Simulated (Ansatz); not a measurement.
## Al (Fm-3m): the Drude term of Re ε in the infrared

Re ε of Al (Fm-3m) at low photon energies is read from one computed spectrum; the carriers' damping was typed as γ = 0.05 eV.

The structure is cubic, space group Fm-3m (No. 225). The conventional cell has a = 4.050 Å, b = 4.050 Å, c = 4.050 Å, α = 90.00°, β = 90.00°, γ = 90.00°. Al on site a has 12 Al at 2.86 Å as nearest neighbours.

Method: Ansatz 0.2.0, PBE, independent particles, k-mesh 18×18×18 with interpolation inside its cells, Gaussian parameter 0.1 eV.

Launch of the response step: `ansatz run input.yaml --threads 4 --pin off --max-ram 8192MiB --backend cpu --events-out ev --progress --plain --runs-dir out`. The run took 6 s, on 4 threads of Arm Neoverse V2, with other jobs on the host.

| photon energy E (eV) | wavelength (µm) | Re ε |
| --- | --- | --- |
| 0.25 | 4.96 | ? |
| 0.30 | 4.13 | -1578.5 |
| 0.35 | 3.54 | -1145.1 |
| 0.40 | 3.10 | -881.4 |
| 0.50 | 2.48 | -620.8 |
| 0.60 | 2.07 | -453.2 |
| 0.70 | 1.77 | -329.0 |

A Drude term over a constant background gives Re ε = ε_b − ωp²/(E² + γ²), linear in 1/(E² + γ²).

Working, on the rows shown:

| x = 1/(E² + γ²) (eV⁻²) | y = Re ε |
| --- | --- |
| 10.8108 | -1578.5 |
| 8 | -1145.1 |
| 6.15385 | -881.4 |
| 3.9604 | -620.8 |
| 2.75862 | -453.2 |
| 2.03046 | -329 |

Means: x̄ = 5.619, ȳ = -834.67. Σ(x − x̄)(y − ȳ) = -7886, Σ(x − x̄)² = 56.72. Slope = -7886 / 56.72 = -139; intercept = ȳ − slope · x̄ = -53.395. The line misses the rows shown by at most 28.

Q: Predict the last column of the withheld row from the fit.

A: At x = 15.385 the line gives y = -2192.5. The run gave -2293.4, so the extrapolation is off by 100, 5 % of the range in the table.

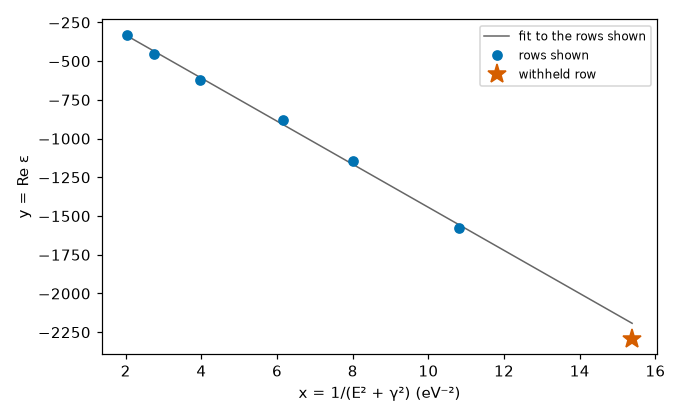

Refitted with all rows, the slope is -145.1 and the intercept -25.02. These give ωp = √(−slope) = 12.05 eV, against 12.46 eV from the program's Fermi-surface sum, and an intercept of -25.0. Taking the program's Drude term off the rows leaves 95 at the lowest energy and -14 at the highest, so the background isn't constant: interband transitions lie in or near the window, and neither fitted number can be trusted. The values come from a sum over the points of one k-mesh and carry its error, which is largest for Fermi-surface quantities.
